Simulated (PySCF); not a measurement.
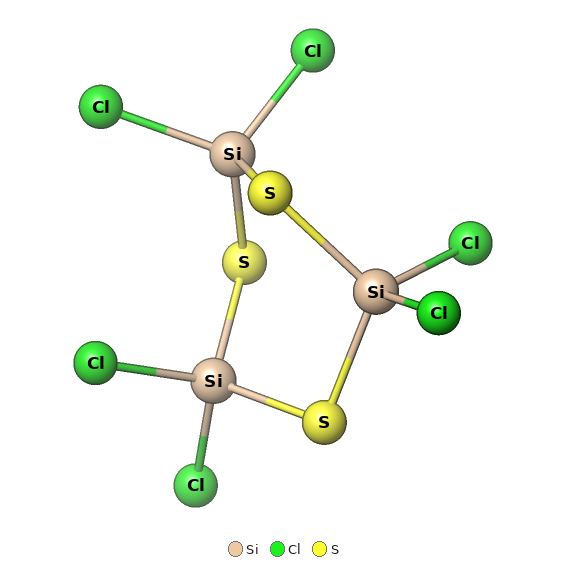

Orthographic view. Depth is shown by fading: the farther an atom, the more it takes the colour of the background. Computed geometry: PBE0-D3(BJ)/def2-SVP optimisation. No frequency run is at hand to confirm it as a minimum.

Question: Write the InChI string.

Answer: InChI=1S/Cl6S3Si3/c1-10(2)7-11(3,4)9-12(5,6)8-10
